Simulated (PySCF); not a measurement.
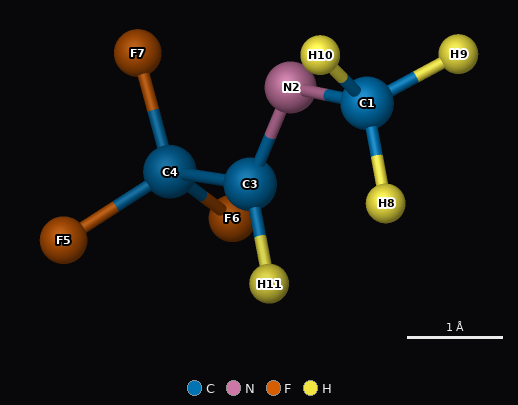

*The structure as given in the input (ball-and-stick view, seen at a tilt; atoms are numbered from 1 in the order of the input).*

# Excited-state calculation of C₃H₄F₃N

The run: excited-state calculation of C₃H₄F₃N. Method and program: TDDFT B3LYP/def2-SVPD, vertical, IEF-PCM acetone (non-equilibrium linear response), core orbitals frozen in the response (PySCF 2.14.0).

The geometry comes from this level: PBE0-D3(BJ)/def2-SVP. It belongs to a series of runs on one base structure; here: solvent acetone.

### The program's output
```
coarse grid: 10064 points
cycle   1  E = -470.4759034166  dE =  1.000e+00  |g| = 8.527e-01  |ddm| = 4.340e+00
cycle   2  E = -470.2836961948  dE =  1.922e-01  |g| = 1.378e+00  |ddm| = 2.117e+00
cycle   3  E = -470.6036281760  dE = -3.199e-01  |g| = 1.275e-01  |ddm| = 1.318e+00
cycle   4  E = -470.6060829346  dE = -2.455e-03  |g| = 7.162e-02  |ddm| = 2.291e-01
cycle   5  E = -470.6071557572  dE = -1.073e-03  |g| = 1.342e-02  |ddm| = 1.016e-01
cycle   6  E = -470.6071916570  dE = -3.590e-05  |g| = 2.870e-03  |ddm| = 1.991e-02
cycle   7  E = -470.6071934984  dE = -1.841e-06  |g| = 4.681e-04  |ddm| = 4.091e-03
final grid: 100920 points
cycle   8  E = -470.6705219044  dE = -3.211e-05  |g| = 5.353e-03  |ddm| = 7.621e-02
cycle   9  E = -470.6705176486  dE =  4.256e-06  |g| = 7.415e-03  |ddm| = 1.170e-02
cycle  10  E = -470.6705271613  dE = -9.513e-06  |g| = 5.526e-04  |ddm| = 6.108e-03
cycle  11  E = -470.6705272176  dE = -5.627e-08  |g| = 1.952e-04  |ddm| = 7.778e-04
cycle  12  E = -470.6705272230  dE = -5.417e-09  |g| = 1.047e-04  |ddm| = 3.256e-04
cycle  13  E = -470.6705272254  dE = -2.381e-09  |g| = 1.550e-05  |ddm| = 1.558e-04
cycle  14  E = -470.6705272254  dE = -4.911e-11  |g| = 5.381e-06  |ddm| = 2.182e-05
```

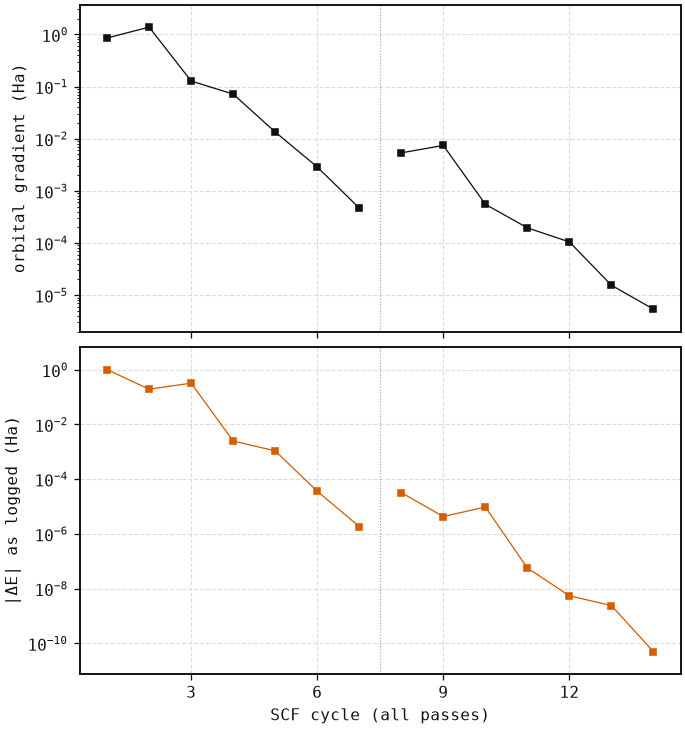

*Convergence of the self-consistent field: orbital gradient and size of the energy change against the SCF cycle. The dotted line marks the change from a coarse to the final integration grid.*

The first 7 cycles use a coarse grid, the final grid takes over at cycle 8, and the field converges after 14 cycles in all.

```
converged SCF energy = -470.6705272254

Static polarisability (au): isotropic 62.767, principal 50.185 58.865 79.253

Singlet excitations
state   eV       nm        f      main configurations
  1   4.9064    252.7   0.00166   H->L 0.99
  2   7.4041    167.5   0.30106   H-1->L 0.71, H->L+1 0.25
  3   7.6963    161.1   0.11329   H->L+1 0.68, H-1->L 0.22
  4   7.8623    157.7   0.00064   H-2->L 0.99
  5   8.1488    152.2   0.04856   H->L+2 0.93
  6   8.5904    144.3   0.20226   H->L+3 0.98
```

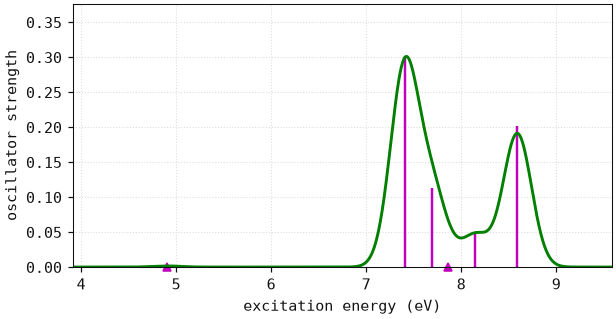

*Computed excitations as sticks (degenerate states added up, dark ones marked on the axis), with a Gaussian envelope of 0.35 eV full width at half maximum, scaled to the tallest.*

Of the 6 states the lowest lies at 4.91 eV (f = 0.002); the strongest line is at 7.40 eV, or 167 nm (f = 0.301).

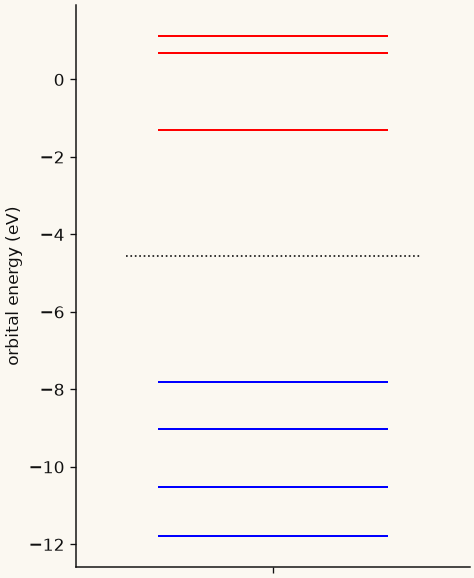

*Orbital energies near the frontier; the dotted line parts filled from empty levels, and levels within 0.02 eV of each other stand side by side.*

Highest filled −7.82 eV, lowest empty −1.30 eV, 6.52 eV apart.

This output came from the following input.

### The input
```
{"job": {"kind": "uv", "xc": "B3LYP", "basis": "def2-SVPD", "solvent": "acetone", "nstates": 6, "ntriplets": 0}, "charge": 0, "multiplicity": 1}
C      1.888443     0.029994     0.294584
N      0.491339     0.019387     0.612872
C     -0.348423    -0.020185    -0.321173
C     -1.828079    -0.026420    -0.029680
F     -2.409353    -1.047281    -0.670872
F     -2.390300     1.099081    -0.487051
F     -2.099594    -0.134052     1.258483
H      2.111152     0.016247    -0.789915
H      2.350860     0.921619     0.746714
H      2.368152    -0.839527     0.771469
H     -0.098141    -0.046734    -1.400679
```

The first line tells a small driver script what to run in PySCF; the rest is the geometry in Å.

Command:
```bash
OMP_NUM_THREADS=1 python <driver script> task.json out
```

### Summary

```csv
quantity,value
outcome,converged
total energy,−470.670527 hartree
HOMO,−7.82 eV
LUMO,−1.30 eV
dipole moment,3.88 D
mean polarisability,62.77 a.u.
lowest excitation,4.91 eV
hardware,"1 CPU thread, shared host"
wall time,15 s
peak memory,0.82 GiB
```
